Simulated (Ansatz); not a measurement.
## BP, response to strain

Base system: BP in the zinc blende structure (space group F-43m, No. 216; a = 4.5366 Å).

Strains are applied to the cell and any free atomic positions relax.

Computed with Ansatz (a program for electronic structure), r2SCAN, PAW, cutoff 500 eV, no spin-orbit coupling.

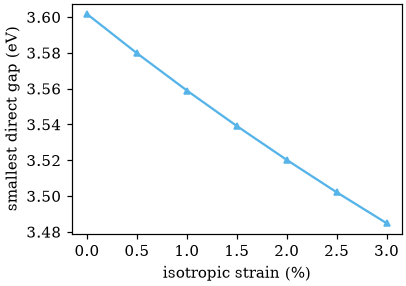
Figure. Smallest direct gap against isotropic strain

**Question.** From the plot, what is the smallest direct gap for isotropic strain +0.50 %?

**Answer.** About 3.58 eV.

**Question.** Is the trend monotonic over the range shown?

**Answer.** Yes, it falls throughout, spanning 3.48 eV to 3.60 eV.

No phonon test of stability was made.
